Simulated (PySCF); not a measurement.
## A study: C5H9FO2, SMILES `COCC(C)(F)C=O`

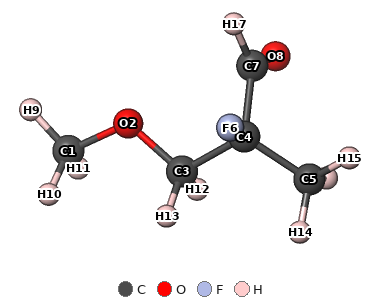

The molecule, with its atoms numbered as below. No frequency check shows the geometry to be a minimum.

Coordinates in Å:

```
C1      -2.8855    0.0714   -0.1736
O2      -1.5625    0.1359    0.2969
C3      -0.6450   -0.4957   -0.5592
C4       0.7589   -0.3785    0.0524
C5       1.8483   -0.7630   -0.9419
F6       0.8316   -1.2281    1.1455
C7       0.9281    1.0485    0.5529
O8       1.1314    1.9841   -0.1626
H9      -3.4994    0.5811    0.5651
H10     -3.2200   -0.9680   -0.2753
H11     -2.9849    0.5730   -1.1438
H12     -0.6400   -0.0117   -1.5474
H13     -0.8967   -1.5604   -0.6845
H14      1.6159   -1.7162   -1.4100
H15      2.7974   -0.8498   -0.4183
H16      1.9304    0.0100   -1.7004
H17      0.8327    1.1381    1.6476
```

## 1. Bonding charge

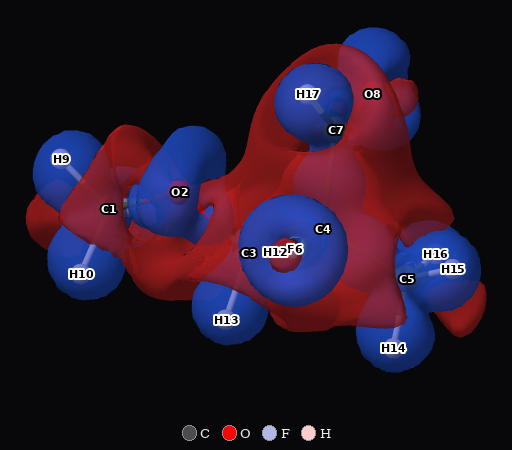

Deformation density (molecule less spherical, spin-averaged free atoms at the same positions), surfaces at ±0.05 e/Å³; blue: gain, red: loss.

Computed with PySCF, B3LYP/def2-SVPD, geometry: GFN2-xTB.

Describe the bonding that the map shows.

Answer. The five largest and four smallest: C7–H17: +0.76 e/Å³ at the bond critical point (bond length 1.10 Å). C1–H9: +0.75 e/Å³ at the bond critical point (bond length 1.09 Å). C3–H12: +0.72 e/Å³ at the bond critical point (bond length 1.10 Å). C3–H13: +0.72 e/Å³ at the bond critical point (bond length 1.10 Å). C1–H11: +0.72 e/Å³ at the bond critical point (bond length 1.10 Å). C4–C5: +0.48 e/Å³ at the bond critical point (bond length 1.52 Å). O2–C3: +0.15 e/Å³ at the bond critical point (bond length 1.41 Å). C1–O2: +0.11 e/Å³ at the bond critical point (bond length 1.41 Å); up to 0.6 Å beside the axis the gain reaches +0.33 e/Å³. C4–F6: −0.08 e/Å³ at the bond critical point (bond length 1.39 Å); up to 0.6 Å beside the axis the gain reaches +0.20 e/Å³. In all, 3.9 electrons gather in the regions of gain relative to the promolecule. A small or negative value marks a very polar bond, one between electron-rich atoms, whose free-atom densities already overlap strongly, a long bond to a heavier atom, or a closed-shell contact such as a hydrogen bond.

Where do the Hirshfeld charges lie?

Answer. The highest Hirshfeld charge is on C7 (+0.14 e), the lowest on O8 (−0.23 e).

## 2. Bond critical points

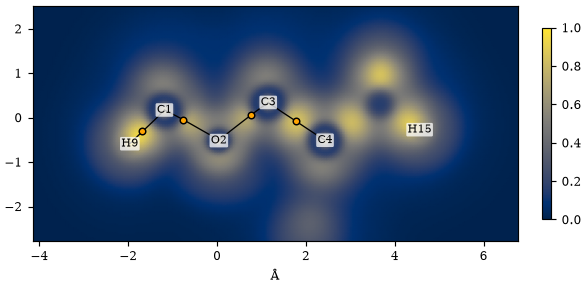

Localised orbital locator (LOL) in the plane of C1, O2, C3, C4, H9 and H15, with bond paths and bond critical points (dots).

What values does LOL take at the bond critical points in this plane?

Answer. C1–H9: about 0.91; C3–C4: about 0.85; O2–C3: about 0.55; C1–O2: about 0.52. Values above 0.5 mark slow, localised electrons, as in shared pairs; low values at a critical point mark a polar or closed-shell contact whose critical point lies between the shells.

Where along C1–O2 does the critical point lie?

Answer. 0.48 Å from C1 and 0.93 Å from O2.

## 3. Local ionisation energy

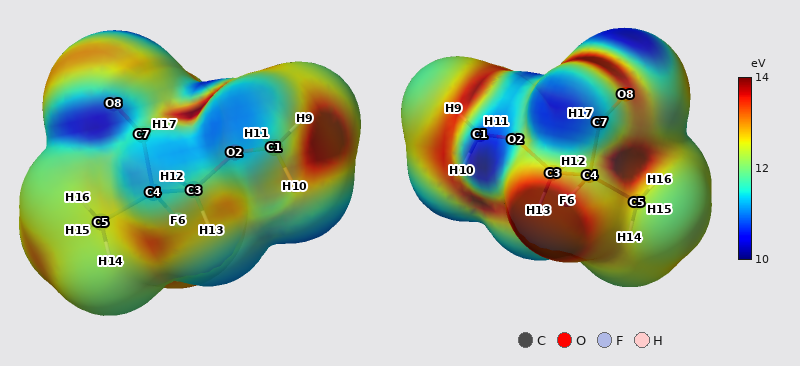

Average local ionisation energy on the surface of electron density 0.001 a.u. (back view left, front view right).

Where are the most loosely bound electrons on this surface?

Answer. The lowest value is 10.3 eV, 1.8 Å from O8. Further minima include 10.4 eV, near H16 (1.82 Å) and O8 (1.92 Å); 10.6 eV, 1.4 Å from H17; 11.0 eV, 1.4 Å from H11. For comparison, the highest occupied orbital lies at −7.5 eV.

## 4. Removing or adding an electron

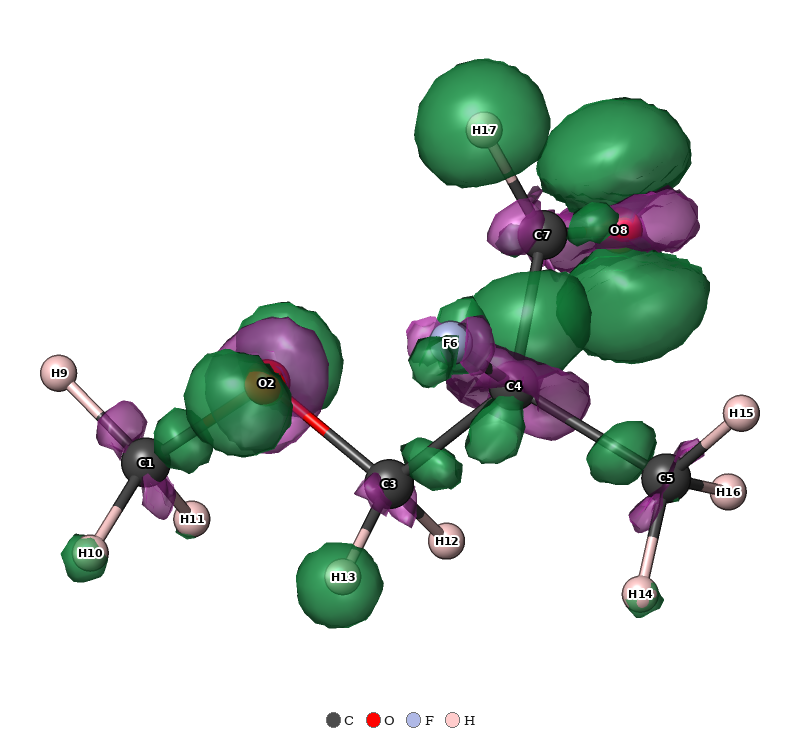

Fukui function f⁻ = ρ(N) − ρ(N−1) at fixed geometry, surfaces at ±0.04 e/Å³ (green positive, purple negative).

Computed with PySCF, CAM-B3LYP/6-31+G*, geometry: GFN2-xTB.

On which atoms does the density change most on removal of an electron?

Answer. f⁻ (Hirshfeld-condensed) is largest on O8 (0.26); the vertical ionisation energy is 10.02 eV (the stability of the cation's solution wasn't checked). Condensed values hint at sites of electrophilic attack but needn't mark the atom that reacts. Orbital relaxation makes it negative in places (0.26 e in all).

## 5. Localised orbitals

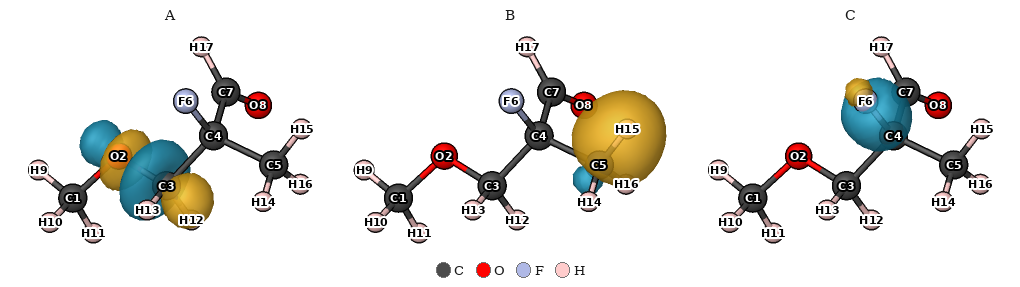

Intrinsic bond orbitals (IBO), occupied and valence-virtual; each surface holds about 85 % of the orbital's density. Energies are diagonal elements of the Fock matrix.

PySCF calculation, TPSSh/6-31G*, gas phase; geometry: GFN2-xTB.

Identify each orbital.

Answer. By panel:
- A: σ* orbital C3–O2, mostly on C3 (C3 62 %, O2 37 %; 7.6 eV)
- B: σ bond C5–H15 (C5 57 %, H15 42 %; −12.8 eV)
- C: σ bond F6–C4 (F6 70 %, C4 30 %; −21.4 eV)

The PySCF runs shown took 82 s, 6.6 min and 73 s on 1 thread of Intel(R) Xeon(R) Processor @ 2.50GHz (Skylake/Cascade Lake), with other jobs on the host.
